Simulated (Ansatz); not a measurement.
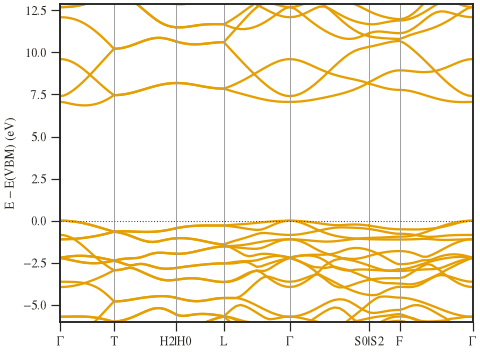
Figure: Band structure from r²SCAN in the plane-wave PAW code Ansatz

Read off the gap and where the band edges lie.

About 6.9 eV (6.85 eV by a search for the band edges); maximum at Γ, minimum on the Γ–T line, 45 % of the way from Γ.

The material is AlBO$_{3}$ in space group R-3c (No. 167; Al on 6b, B on 6a, O on 18e).

The first step of the workflow began from a Materials Project structure, measured or hypothetical; the Crystallography Open Database files this formula in space group No. 167, but the cells were not matched. Its standing as an ambient phase is unchecked. The cell was relaxed with r²SCAN under the symmetry of its start; whether a distortion lowers the energy is not shown.

Potentials: the later of the program's two PAW sets.
